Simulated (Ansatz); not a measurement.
# SnO (SMILES [O]=[Sn]) at 6 levels

Wanted: a comparison of 6 runs (B3LYP/STO-3G, CAM-B3LYP/STO-3G, PBE/STO-3G, BCCD(T)/STO-3G, CCSDTQ/STO-3G, CCSD(T)/STO-3G) of SnO. 

The calculation is run with Ansatz 0.2.0.

55 further runs of the same task are left out: 20 that didn't finish, 35 set aside as unsound or not needed.

### 1 The system as given

SnO has 2 atoms, charge 0, and is taken as a singlet. As SMILES, `[O]=[Sn]`. The Sn2–O1 distance was set to 2.255 Å, away from the relaxed value.

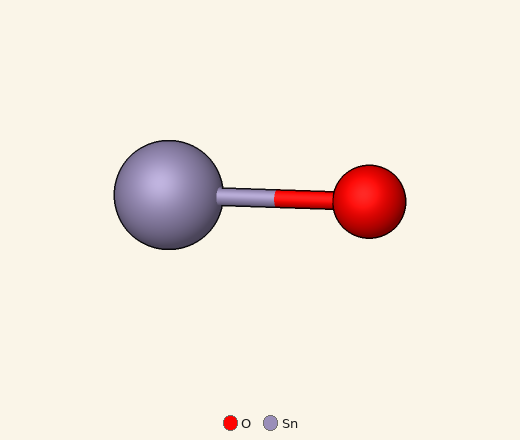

The structure, seen from a chosen angle (oxygen red, tin purple).

### 2 A single-point energy at B3LYP/STO-3G (run 1)

Input file molecule.yaml:

```yaml
crystal:
  periodic: [false, false, false]
  atoms:
    - {symbol: O, position_ang: [0.000000, 0.000000, -0.450920]}
    - {symbol: Sn, position_ang: [0.000000, 0.000000, 1.803580]}
basis:
  gaussian:
    orbitals: STO-3G
hamiltonian:
  xc: {name: B3LYP}
accuracy: high
```

Run with:

```console
$ ansatz run molecule.yaml --threads 1 --pin off --max-ram 2610MiB --events-out events.jsonl --progress --plain --runs-dir runs
```

The log of the run:

```text
Warning: RAYON_NUM_THREADS=1 ignored (pool sized by the plan → 1); use --threads N
Functional definition: B3LYP
  name "B3LYP"
  parameter a0 = 0.2
  parameter ax = 0.72
  parameter ac = 0.81
  exchange = (1 - a0 - ax)*slater_x + ax*b88_x + a0*exact_x
  correlation = (1 - ac)*vwn_rpa_c + ac*lyp_c
557 factors; integrals over basis functions are off by at most 5.0e-9 eV
mean field evaluation 1: about -164325.3841 eV, gradient 4.5e1 eV
mean field evaluation 2: about -164182.8296 eV, gradient 8.3e1 eV
mean field evaluation 4: about -164309.8379 eV, gradient 4.6e1 eV
mean field evaluation 8: about -164339.1640 eV, gradient 1.6e-1 eV
mean field -164339.16413397 eV, -6039.3528888371 hartree, gradient 1.9e-8 eV, S^2 0.000000; 0 other end points of the search recorded, 0 dependent functions left out
reference -164339.16415710 eV, -6039.3528896872 hartree; 29, 29 occupied and 3, 3 virtual orbitals, 557 factors
Total energy: -164339.16415710 eV, -6039.3528896872 hartree
```

Run time: 1.5 s. Hardware: 1 thread of Arm Neoverse V2, shared host; peak memory 0.098 GiB.

### 3 A single-point energy at CAM-B3LYP/STO-3G (run 2)

Input file run.yaml:

```yaml
crystal:
  periodic: [false, false, false]
  atoms:
    - {symbol: O, position_ang: [0.000000, 0.000000, -0.450920]}
    - {symbol: Sn, position_ang: [0.000000, 0.000000, 1.803580]}
basis:
  gaussian: {orbitals: STO-3G}
hamiltonian: {xc: {name: CAM-B3LYP}}
accuracy: high
```

Run with:

```console
$ ansatz run run.yaml --threads 1 --pin off --max-ram 2610MiB --events-out events.jsonl --progress --plain --runs-dir runs
```

The log of the run:

```text
Warning: RAYON_NUM_THREADS=1 ignored (pool sized by the plan → 1); use --threads N
Functional definition: CAM-B3LYP
  name "CAM-B3LYP"
  parameter alpha = 0.19
  parameter beta = 0.46
  parameter omega = 0.33/bohr
  parameter ac = 0.81
  exchange = (1 - alpha - beta)*b88_x + beta*b88_x_sr(omega) + alpha*exact_x + beta*exact_x_lr(omega)
  correlation = (1 - ac)*vwn5_c + ac*lyp_c
557 factors; integrals over basis functions are off by at most 5.0e-9 eV
126 factors; integrals over basis functions are off by at most 6.3e-10 eV
mean field evaluation 1: about -164328.3046 eV, gradient 4.5e1 eV
mean field evaluation 2: about -164195.8986 eV, gradient 1.0e2 eV
mean field evaluation 4: about -164327.7514 eV, gradient 4.6e1 eV
mean field evaluation 8: about -164342.8867 eV, gradient 1.9e-1 eV
mean field -164342.88690536 eV, -6039.4896981625 hartree, gradient 1.1e-8 eV, S^2 0.000000; 0 other end points of the search recorded, 0 dependent functions left out
reference -164342.88691658 eV, -6039.4896985745 hartree; 29, 29 occupied and 3, 3 virtual orbitals, 557 factors
Total energy: -164342.88691658 eV, -6039.4896985745 hartree
```

It took 1.7 s on 1 thread of Arm Neoverse V2, shared host; peak memory 0.1 GiB.

Runs 3 to 5 aren't shown in full; the table further down has their settings and results.

### 4 The energy at CCSD(T)/STO-3G (run 6)

Input file input.yaml:

```yaml
crystal:
  periodic: [false, false, false]
  atoms:
    - {symbol: O, position_ang: [0.000000, 0.000000, -0.450920]}
    - {symbol: Sn, position_ang: [0.000000, 0.000000, 1.803580]}
basis:
  gaussian: {orbitals: STO-3G}
magnetization: {spin_polarized: false, initial_magnetization: 0}
correlation: {method: ccsd_t, frozen_orbitals: {O: 1, Sn: 18}}
accuracy: high
scf: {omitted_lower_state_checks: [cluster_reference, increment]}
```

Run with:

```console
$ ansatz run input.yaml --threads 1 --pin off --max-ram 2610MiB --events-out events.jsonl --progress --plain --runs-dir runs
```

The log of the run, shortened:

```text
Warning: RAYON_NUM_THREADS=1 ignored (pool sized by the plan → 1); use --threads N
Functional definition: HF
  name "HF"
[...]
557 factors; integrals over basis functions are off by at most 5.0e-9 eV
[...]
mean field -164273.03971377 eV, -6036.9228612157 hartree, gradient 1.0e-8 eV, S^2 0.000000; 8 other end points of the search recorded, 0 dependent functions left out; unrestricted orbitals would lower it
19 core orbitals not correlated: weight in the atoms' cores, before any rotation towards them, 1.000 or more for the frozen orbitals, at most 0.000 for the correlated occupied ones
reference -164273.03971377 eV, -6036.9228612157 hartree; 10, 10 occupied and 3, 3 virtual orbitals, 557 factors
second order -3.65826011 eV of doubles, -0.00000000 eV of singles
cycle   1  -2.37464206 eV  change     1.3e0 eV  update   5.2e-1
[...]
cycle  27  -4.71525687 eV  change  -2.4e-10 eV  update  3.6e-10
perturbative correction -2.16433663 eV, -0.0795379040 hartree
Total energy: -164279.91930727 eV, -6037.1756816135 hartree
Checks for a lower state left out: cluster_reference, increment
```

Wall time 1.4 s (1 thread of Arm Neoverse V2, shared host).

### 5 Overview of the runs

```csv
run,level,frozen core orbitals,energy (Eh),wall time
1,B3LYP/STO-3G,–,-6039.352890,1.5 s
2,CAM-B3LYP/STO-3G,–,-6039.489699,1.7 s
3,PBE/STO-3G,–,-6038.707260,1.4 s
4,BCCD(T)/STO-3G,19,-6037.153744,1.4 s
5,CCSDTQ/STO-3G,19,-6037.148638,18 s
6,CCSD(T)/STO-3G,19,-6037.175682,1.4 s
```

### 6 Results

```
                                           quantity           value
                                run 6: total energy  -6037.17568 Eh
run 6: correlation energy (19 core orbitals frozen)      -252.8 mEh
                              run 6: (T) correction      -79.54 mEh
                               run 6: T1 diagnostic           0.133
```

**Reading.** Totals of different functionals can't be ranked against each other. In run 6 the T1 diagnostic is large, so a single reference may not serve. In runs 4, 5, 6 the log says that unrestricted orbitals would lower the reference, so the values rest on an unstable closed-shell determinant (other closed-shell runs at this shape may share the fault). In runs 1, 2, 3, 4, 5, 6 the basis is minimal, so the values are rough. In runs 1, 2, 3, 4, 5, 6 relativity is left out where basis or elements ask for it. All runs together took 25 s, the longest 18 s.
